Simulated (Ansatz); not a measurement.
# Two runs on C$_{3}$H$_{6}$AlBO

System: C$_{3}$H$_{6}$AlBO.
Method of the first run: RKS SPW92 (LDA)/def2-TZVPP (Ansatz 0.2.0).

The geometry comes from this level: PBE0-D4/def2-TZVP. Text and figures count atoms from 1; the logs count them from 0 in places.

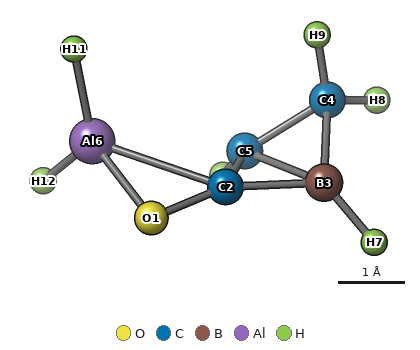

**Figure 1.** The structure (ball-and-stick view, seen at a tilt; atoms are numbered from 1 in the order of the input). Sticks mark near contacts.

**Input file, the first run**
```yaml
crystal:
  periodic: [false, false, false]
  atoms:
    - {symbol: O, position_ang: [-0.568798, 0.840383, 1.726123]}
    - {symbol: C, position_ang: [-0.305791, -0.127857, 0.904781]}
    - {symbol: B, position_ang: [-0.302938, -1.567958, 0.492532]}
    - {symbol: C, position_ang: [0.539532, -1.323273, -0.830419]}
    - {symbol: C, position_ang: [-0.245349, -0.083721, -0.518518]}
    - {symbol: Al, position_ang: [0.194142, 2.018712, 0.592459]}
    - {symbol: H, position_ang: [-1.141132, -2.383230, 0.716763]}
    - {symbol: H, position_ang: [0.243463, -1.870368, -1.723021]}
    - {symbol: H, position_ang: [1.616465, -1.215384, -0.751453]}
    - {symbol: H, position_ang: [-0.916479, 0.446008, -1.195761]}
    - {symbol: H, position_ang: [1.744252, 2.211542, 0.786292]}
    - {symbol: H, position_ang: [-0.780166, 2.999946, -0.165978]}
basis:
  gaussian: {orbitals: def2-TZVPP}
hamiltonian: {xc: lda}
output: {orbitals: {seedname: orbitals}}
```

Launched with:
```bash
ansatz run in.yaml --threads 4 --pin off --events-out ev --progress --plain --max-ram 10444MiB
```

Hardware: 4 threads of Arm Neoverse V2, 23 GiB of memory available, shared host.

**Output (the first run)**
```
Functional definition: SPW92
  exchange = slater_x
  correlation = pw_c
1483 factors; their error is unknown
mean field evaluation 1: about -12435.6174 eV, gradient 7.8e1 eV
mean field evaluation 2: about -12395.6411 eV, gradient 1.5e2 eV
mean field evaluation 4: about -12449.2199 eV, gradient 1.7e1 eV
mean field evaluation 8: about -12449.9094 eV, gradient 2.1e-1 eV
mean field evaluation 16: about -12449.8831 eV, gradient 3.9e-4 eV
mean field -12449.88311907 eV, -457.5247657919 hartree, gradient 6.9e-5 eV, S^2 0.000000; 0 other end points of the search recorded, 0 dependent functions left out
reference -12449.88316862 eV, -457.5247676128 hartree; 25, 25 occupied and 256, 256 virtual orbitals, 1483 factors
Total energy: -12449.88316862 eV, -457.5247676128 hartree
```

For the second run the input was changed thus:
```diff
-hamiltonian: {xc: lda}
+hamiltonian: {xc: {name: LC-wPBE}}
```

What does this change do to the results?

The total energies belong to different methods, so their difference says nothing on which is more stable or more accurate. The HOMO goes from −6.33 to −9.92 eV. The LUMO goes from −2.43 to 0.88 eV.

**Output (the second run)**
```
Functional definition: LC-wPBE
  parameter omega = 0.4/bohr
  exchange = pbe_x_sr(omega) + exact_x_lr(omega)
  correlation = pbe_c
1483 factors; their error is unknown
503 factors; integrals over basis functions are off by at most 2.8e-5 eV
mean field evaluation 1: about -12519.0788 eV, gradient 5.0e1 eV
mean field evaluation 2: about -12521.0109 eV, gradient 4.4e1 eV
mean field evaluation 4: about -12524.1583 eV, gradient 3.3e0 eV
mean field evaluation 8: about -12524.1859 eV, gradient 2.3e-1 eV
mean field evaluation 16: about -12524.1570 eV, gradient 5.7e-4 eV
mean field -12524.15700444 eV, -460.2542807345 hartree, gradient 6.7e-5 eV, S^2 0.000000; 0 other end points of the search recorded, 0 dependent functions left out
reference -12524.15700444 eV, -460.2542807348 hartree; 25, 25 occupied and 256, 256 virtual orbitals, 1483 factors
Total energy: -12524.15700444 eV, -460.2542807348 hartree
```

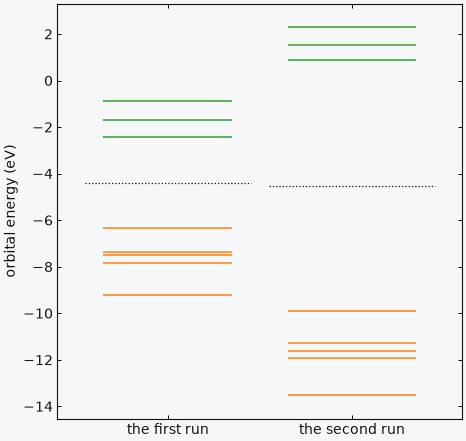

**Figure 2.** The five highest filled and three lowest empty orbital energies of the two runs; the dotted lines part filled from empty levels. The HOMO–LUMO gap is 3.89 eV in the first run and 10.79 eV in the second run.

**The two runs side by side**

| quantity | the first run | the second run |
| --- | --- | --- |
| outcome | converged | converged |
| total energy (hartree) | −457.524768 | −460.254281 |
| HOMO (eV) | −6.33 | −9.92 |
| LUMO (eV) | −2.43 | 0.88 |
| basis functions | 281 | 281 |
| wall time (shared host) | 1.4 s | 3.3 s |
